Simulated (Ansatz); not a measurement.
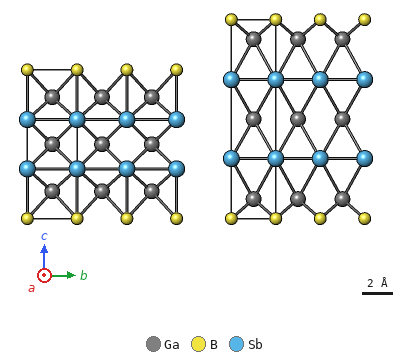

Two geometries of solid Ga₃BSb₂ (a generated structure, set up in P4/mmm) (coarse preliminary run), drawn at one scale. One is the start of a relaxation, the other its converged end. The picture is a ball-and-stick view of the cell of the calculation, repeated 1 × 3 × 1 with one cell outlined, seen along the a axis.

These are results of DFT PBE, scalar-relativistic, plane waves, PAW (Ansatz 0.2.0), not measurements. Set-up: plane-wave cutoff 420 eV; k-point mesh 6 × 6 × 2; occupations gaussian; smearing width 0.1 eV; no spin polarisation; cell and atoms relaxed; force threshold 0.04 eV/Å; at most 70 steps.

### Which of the two is the end point?

The right one is the relaxed one. The largest moves relative to the cell, 1.16 Å, are those of Ga atoms. By element the largest moves are Ga 1.16 Å, Sb 0.44 Å. B stays in place. The volume changes by +6.7 %, with a = b 3.386 → 3.024 Å (−10.7 %), c 10.124 → 13.542 Å (+33.8 %). Among the contacts that change: Ga–Ga 3.720 → 2.661 Å, B–Sb 3.384 → 4.085 Å, Ga–Sb 2.838 → 3.487 Å, B–Ga 3.032 → 2.519 Å. The space group stays P4/mmm (No. 123). The energy falls by 355 meV per atom in 16 accepted moves (18 points after the start). Largest force component: 1.9 eV/Å at the start, 0.018 eV/Å at the end. The pressure goes from 7.89 to 0.15 GPa. At 2 points the geometry stayed and the basis and grid were re-selected for the new cell (energy shift of 6.5 meV per atom at most each time). Cost: 56 s on 1 thread of AMD EPYC 9R45 96-Core Processor (Zen 5), on a shared host, peak memory 0.48 GiB.
